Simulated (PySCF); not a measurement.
**C5H9ClOSi2: NMR shielding calculation**

- system: C5H9ClOSi2
- method: GIAO PBE0/pcSseg-1 NMR shielding, non-relativistic, gas phase (PySCF 2.14.0)

The geometry comes from this level: GFN2-xTB. It belongs to a series of runs on one base structure; here: constitutional isomer. Figures and captions count atoms from 1; the log counts them from 0 in places.

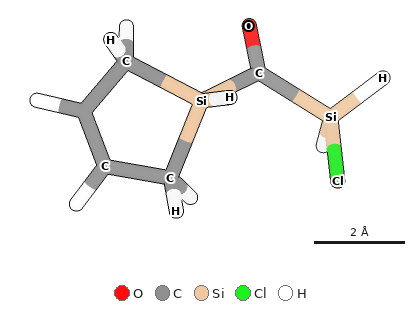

**Figure 1.** The structure as given in the input (stick view, seen at a tilt). Bond lengths as drawn: Cl–Si 2.02 Å, C–C 1.32 to 1.50 Å, C–H 1.08 to 1.09 Å, C–O 1.22 Å, C–Si 1.90 to 1.94 Å and H–Si 1.46 to 1.47 Å.

### Summary

- outcome: converged
- total energy: −1309.588207 hartree
- HOMO: −6.54 eV
- LUMO: −2.00 eV
- dipole moment: 0.86 D
- isotropic shielding, O: −842.0 ppm
- isotropic shielding, C: −128.4 to 171.7 ppm
- isotropic shielding, Si: 365.8 to 406.5 ppm
- isotropic shielding, Cl: 1018.1 ppm
- isotropic shielding, H: 25.6 to 30.2 ppm
- hardware: 1 CPU thread, shared host
- wall time: 2.2 min
- peak memory: 1.1 GiB

### Input
```
{"job": {"kind": "nmr", "xc": "PBE0", "basis": "pcSseg-1"}, "charge": 0, "multiplicity": 1}
O     -1.787139    -1.466468    -1.267961
C     -1.634725    -0.745021    -0.301023
Si    -3.145711     0.289479     0.327246
Cl    -2.585484     1.030960     2.116545
Si     0.107720    -0.640944     0.551749
C      1.476981    -1.320716    -0.580590
C      2.344142    -0.125010    -0.849684
C      2.016673     1.043018    -0.324769
C      0.785310     1.143630     0.528665
H     -3.397087     1.385785    -0.601376
H     -4.313173    -0.567071     0.480681
H      0.004557    -1.248960     1.882950
H      1.088292    -1.723271    -1.517983
H      2.068071    -2.116936    -0.126186
H      3.217324    -0.255949    -1.472407
H      2.601002     1.937477    -0.487248
H      0.095644     1.878437     0.107884
H      1.048843     1.507879     1.521851
```

The first line tells a small driver script what to run in PySCF; the rest is the geometry in Å.

Run as:
```bash
OMP_NUM_THREADS=1 python <driver script> task.json out
```

### The program's output
```
coarse grid: 16968 points
cycle   1  E = -1309.3782671003  dE =  1.140e+00  |g| = 8.180e-01  |ddm| = 4.007e+00
cycle   2  E = -1308.8843432277  dE =  4.939e-01  |g| = 1.748e+00  |ddm| = 2.045e+00
cycle   3  E = -1309.5153172843  dE = -6.310e-01  |g| = 2.109e-01  |ddm| = 1.620e+00
cycle   4  E = -1309.5246692459  dE = -9.352e-03  |g| = 7.856e-02  |ddm| = 2.399e-01
cycle   5  E = -1309.5260401351  dE = -1.371e-03  |g| = 1.737e-02  |ddm| = 7.958e-02
cycle   6  E = -1309.5261017724  dE = -6.164e-05  |g| = 7.309e-03  |ddm| = 2.061e-02
cycle   7  E = -1309.5261137860  dE = -1.201e-05  |g| = 2.535e-03  |ddm| = 8.079e-03
cycle   8  E = -1309.5261152179  dE = -1.432e-06  |g| = 6.864e-04  |ddm| = 2.539e-03
final grid: 151200 points
cycle   9  E = -1309.5881774143  dE = -2.055e-05  |g| = 1.199e-02  |ddm| = 2.750e-02
cycle  10  E = -1309.5881033474  dE =  7.407e-05  |g| = 2.292e-02  |ddm| = 2.187e-02
cycle  11  E = -1309.5882046987  dE = -1.014e-04  |g| = 2.954e-03  |ddm| = 1.513e-02
cycle  12  E = -1309.5882065891  dE = -1.890e-06  |g| = 3.702e-04  |ddm| = 2.486e-03
cycle  13  E = -1309.5882066198  dE = -3.070e-08  |g| = 8.830e-05  |ddm| = 4.412e-04
cycle  14  E = -1309.5882066216  dE = -1.779e-09  |g| = 2.971e-05  |ddm| = 1.129e-04
cycle  15  E = -1309.5882066218  dE = -1.874e-10  |g| = 1.223e-05  |ddm| = 3.485e-05
```

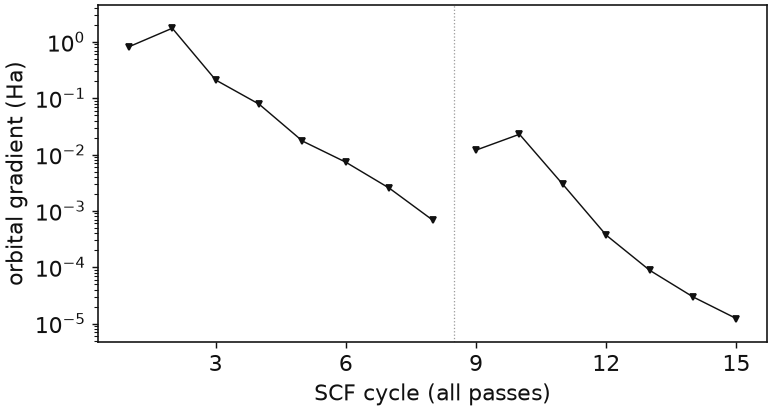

**Figure 2.** Convergence of the self-consistent field: orbital gradient against the SCF cycle. The dotted line marks the change from a coarse to the final integration grid. The first 8 cycles use a coarse grid, the final grid takes over at cycle 9, and the field converges after 15 cycles in all.

```
converged SCF energy = -1309.5882066218

GIAO shielding tensors (ppm)
atom      isotropic    diamagn.    paramagn.     s11        s22        s33       span
  0 O     -841.954     399.478   -1241.432  -2341.782   -588.421    404.341   2746.123
  1 C     -128.363     256.659    -385.021   -338.556   -119.696     73.164    411.720
  2 Si     406.472     878.282    -471.810    343.767    378.821    496.826    153.059
  3 Cl    1018.139    1148.918    -130.780    988.705   1017.476   1048.235     59.529
  4 Si     365.807     882.011    -516.204    307.270    361.261    428.890    121.620
  5 C      171.651     254.770     -83.119    157.993    160.620    196.340     38.347
  6 C       47.838     255.616    -207.777    -62.540     64.880    141.176    203.716
  7 C       49.325     255.349    -206.024    -59.514     67.028    140.460    199.974
  8 C      168.393     254.197     -85.804    154.281    154.956    195.943     41.662
  9 H       26.983      27.997      -1.014     23.411     25.145     32.393      8.981
 10 H       27.102      26.905       0.197     22.736     25.394     33.176     10.440
 11 H       26.582      29.973      -3.391     22.345     27.174     30.226      7.880
 12 H       29.789      31.866      -2.077     24.897     26.972     37.497     12.600
 13 H       30.163      30.238      -0.075     26.017     27.136     37.335     11.318
 14 H       25.634      29.998      -4.364     23.149     26.160     27.592      4.443
 15 H       25.633      30.326      -4.693     23.005     26.544     27.349      4.344
 16 H       29.726      33.032      -3.306     24.194     29.247     35.736     11.542
 17 H       29.564      31.154      -1.590     24.734     28.293     35.665     10.931
```

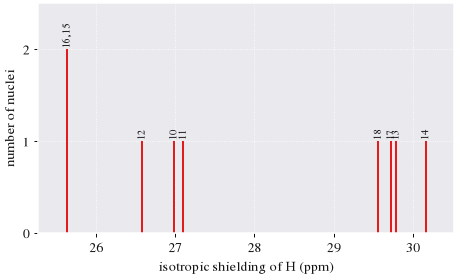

**Figure 3.** Isotropic shieldings of the hydrogen nuclei in this fixed geometry, labelled by atom number; shielding grows to the right, so chemical shift grows to the left. The least shielded is H16 (25.6 ppm), the most shielded H14 (30.2 ppm).
